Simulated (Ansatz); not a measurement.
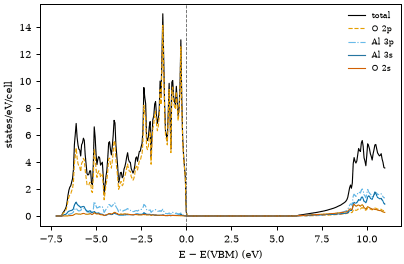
Fig. 1. Total and projected density of states of Al2O3 (corundum, R-3c), PBEsol in the plane-wave PAW code Ansatz

**Question.** Which orbitals carry the states next to the gap?

**Answer.** Top 1 eV of the valence band: O 2p 96 %. Bottom 1 eV of the conduction band: Al 3s 40 %, O 2s 39 %, Al 3p 14 %, O 2p 7 %. Projections are on Löwdin-orthogonalised atomic valence shells; empty p or d shells of many metals are not among them.

**Question.** Where is the tallest occupied peak in this window, and what makes it?

**Answer.** Near -1.3 eV, about 15 states/eV per cell; the largest projected share is O 2p.

Symmetry was held in the PBEsol relaxation.

Potentials: the earlier of the program's two PAW sets. The files were generated under PBE; for other functionals the program regenerates the frozen cores, and for LDA and PBEsol the local potential too.
